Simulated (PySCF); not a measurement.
Molecule: CH7FSi2, SMILES FC[SiH2][SiH3], singlet. Atoms near the plane z = 0.0 Å, at the GFN2-xTB optimised geometry (x, y, z in Å): F1 (1.7, -0.6, 0.0), C2 (0.4, -0.6, 0.0), Si3 (-0.3, 1.2, 0.0), H5 (0.1, -1.2, -0.9), H6 (0.1, -1.2, 0.9), H7 (-1.7, 1.0, 0.1).

Level of theory: CAM-B3LYP/def2-TZVP (PySCF 2.14.0). Cells within 0.4 Å of a nucleus heavier than hydrogen are left out (blank, or x). The values are rescaled to run from 0 to 1.

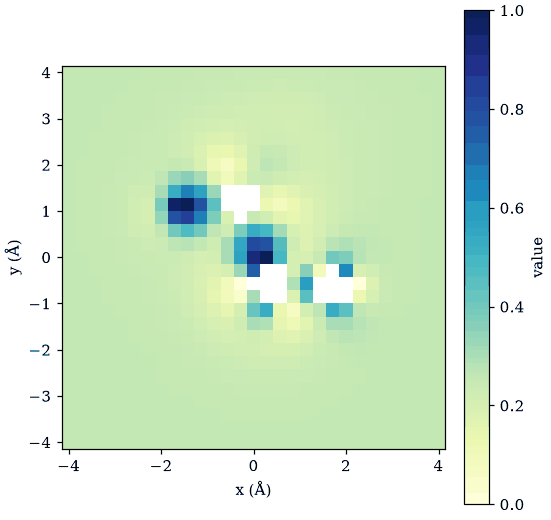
a field on the plane z = 0.0 Å.

Which quantity is mapped?
(A) deformation density (molecule minus spherical neutral atoms)
(B) an orbital amplitude
(C) electrostatic potential
(D) electron localisation function

A, deformation density (molecule minus spherical neutral atoms). In full: deformation density (molecule minus spherical neutral atoms) (e/bohr³).
